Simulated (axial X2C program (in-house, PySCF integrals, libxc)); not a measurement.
**A two-component session on SbB: properties at the nuclei**

Wanted for SbB: properties at the nuclei, at the two-component level.

Method: two-component X2C with atomic mean-field terms, Sb dyall-cv3z, B dyall-v3z; program: an in-house X2C program for linear molecules on PySCF integrals.

All values are calculated.

## (1) Set-up

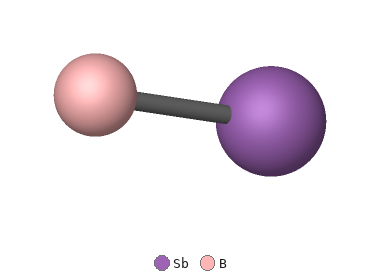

The two atoms at 2.250 Å (antimony purple, boron pink).

task.json reads:

```json
{
 "zs": [
  51,
  5
 ],
 "q": 0,
 "bas": [
  "dyall-cv3z",
  "dyall-v3z"
 ],
 "r0": 2.25,
 "levels": [
  "PBE0",
  "HF",
  "BP86",
  "B3LYP",
  "PBE50"
 ],
 "nst": 3
}
```

Keys: zs atomic numbers; q charge; bas basis sets; r0 starting distance in Å; levels methods (HF also brings MP2); nst determinants followed.

The run is started by

```
> python soeom.py task.json out
```

Nuclei are Gaussian, cores are contracted, and the Gaunt term is on.

## (2) Expectation values, lowest determinant

R = 2.055 Å. State: Ω = 2 (excess of +ω over −ω: ω = 1/2, ω = 3/2).

Output of the PBE0 run:

```text
two-component X2C + atomic mean field  PBE0
basis functions 166  fitting functions 915  grid points 5079
iter        total energy     max residual
   1      -6502.461968518     4.76e-06
   2      -6502.461968519     6.51e-06
converged
one-electron -9056.54469428  Coulomb 2667.83043309  exact exchange -43.25653712  xc functional -132.37947254  nuclear repulsion 65.66432544  atomic mean-field constant -3.77602312
```

The highest occupied spinor is 68% Sb p, 28% B p, 3% B d.

```tsv
level	Eeff magnitude (GV/cm)	Ws magnitude Sb (kHz)	A∥/gI Sb (MHz)	qzz Sb (a.u.)	A∥/gI B (MHz)	qzz B (a.u.)	μ (D)
PBE0	1.74	0.414	273	-1.63	76.5	-0.24	-0.73
HF	2.46	0.588	282	-2.76	89.4	-0.31	-0.22
BP86	1.32	0.295	300	-1.51	78	-0.22	-0.86
B3LYP	1.25	0.27	283	-1.33	79.7	-0.25	-0.78
PBE50	2.09	0.508	256	-1.63	75.6	-0.26	-0.51
```

Eeff is the effective electric field on the electron dipole moment in this Ω state and Ws the scalar–pseudoscalar constant (defined with the proton number Z and per Ω); A∥ is the parallel hyperfine constant, which follows by multiplying with the nuclear g factor gI = μI/(I μN); qzz is the electric field gradient, eQq0 = 234.96 MHz × Q/barn × qzz; μ is positive if B is the positive end. The operators were transformed with the bare-nucleus X2C matrices.

## (3) Expectation values, a higher determinant

R = 2.055 Å. State: Ω = 1 (excess of +ω over −ω: ω = -1/2, ω = 3/2), 0.14 eV above the lowest in the PBE0 search for states (made at or near this distance, with looser thresholds).

Output of the PBE0 run:

```text
two-component X2C + atomic mean field  PBE0
basis functions 166  fitting functions 915  grid points 5079
iter        total energy     max residual
   1      -6502.456665749     5.29e-06
   2      -6502.456665749     1.05e-05
   3      -6502.456665750     1.45e-06
converged
one-electron -9056.53727438  Coulomb 2667.82305073  exact exchange -43.25511569  xc functional -132.37562873  nuclear repulsion 65.66432544  atomic mean-field constant -3.77602312
```

The highest occupied spinor is 59% Sb p, 36% B p, 2% B d.

```tsv
level	Eeff magnitude (GV/cm)	Ws magnitude Sb (kHz)	A∥/gI Sb (MHz)	qzz Sb (a.u.)	A∥/gI B (MHz)	qzz B (a.u.)	μ (D)
PBE0	0.0366	0.0903	371	-1.24	-113	-0.27	-0.71
HF	0.46	0.345	-205	-3.16	-140	-0.31	-0.29
BP86	0.101	0.00598	402	-1.17	-112	-0.24	-0.88
B3LYP	0.124	0.00877	436	-1.07	-115	-0.28	-0.77
PBE50	0.0796	0.108	330	-1.29	-113	-0.29	-0.47
```

## (4) Expectation values, a higher determinant

R = 2.055 Å. State: Ω = 1 (excess of +ω over −ω: 2 × ω = 1/2), 0.40 eV above the lowest in the PBE0 search for states (made at or near this distance, with looser thresholds).

Output of the PBE0 run:

```text
two-component X2C + atomic mean field  PBE0
basis functions 166  fitting functions 915  grid points 5079
iter        total energy     max residual
   1      -6502.447341352     1.80e-06
   2      -6502.447341352     1.86e-06
converged
one-electron -9056.35383552  Coulomb 2667.65045239  exact exchange -43.25629887  xc functional -132.37596169  nuclear repulsion 65.66432544  atomic mean-field constant -3.77602312
```

The highest occupied spinor is 50% Sb p, 46% B p.

```tsv
level	Eeff magnitude (GV/cm)	Ws magnitude Sb (kHz)	A∥/gI Sb (MHz)	qzz Sb (a.u.)	A∥/gI B (MHz)	qzz B (a.u.)	μ (D)
PBE0	2.1	1.27	1190	-1.92	180	-0.25	-0.72
HF	1.53	0.953	866	-3.23	268	-0.27	-0.19
BP86	1.82	1.11	1260	-1.81	173	-0.23	-0.88
B3LYP	2.03	1.23	1220	-1.67	177	-0.26	-0.77
PBE50	2.28	1.37	1120	-2.04	192	-0.27	-0.51
```

## (5) Outcome

| quantity | value |
| --- | --- |
| lowest determinant | Ω = 2 (excess of +ω over −ω: ω = 1/2, ω = 3/2) |
| Eeff magnitude (GV/cm), PBE0 | 1.74 |
| Ws magnitude Sb (kHz), PBE0 | 0.414 |
| A∥/gI Sb (MHz), PBE0 | 273 |
| qzz Sb (a.u.), PBE0 | -1.63 |
| higher determinant | Ω = 1 (excess of +ω over −ω: ω = -1/2, ω = 3/2) |
| Eeff magnitude (GV/cm), PBE0, higher determinant | 0.0366 |
| Ws magnitude Sb (kHz), PBE0, higher determinant | 0.0903 |
| A∥/gI Sb (MHz), PBE0, higher determinant | 371 |
| qzz Sb (a.u.), PBE0, higher determinant | -1.24 |
| higher determinant | Ω = 1 (excess of +ω over −ω: 2 × ω = 1/2) |
| Eeff magnitude (GV/cm), PBE0, higher determinant | 2.1 |
| Ws magnitude Sb (kHz), PBE0, higher determinant | 1.27 |
| A∥/gI Sb (MHz), PBE0, higher determinant | 1190 |
| qzz Sb (a.u.), PBE0, higher determinant | -1.92 |

**Reading.** In the first state, the effective field runs from 1.25 to 2.46 GV/cm over the mean-field levels. The expectation values come from single determinants, which for open shells can mix terms of unlike spin or miss the lowest Ω, so a determinant need not be a state. Eeff is the effective electric field on the electron dipole moment in this Ω state and Ws the scalar–pseudoscalar constant (defined with the proton number Z and per Ω); A∥ is the parallel hyperfine constant, which follows by multiplying with the nuclear g factor gI = μI/(I μN); qzz is the electric field gradient, eQq0 = 234.96 MHz × Q/barn × qzz; μ is positive if B is the positive end. The operators were transformed with the bare-nucleus X2C matrices.
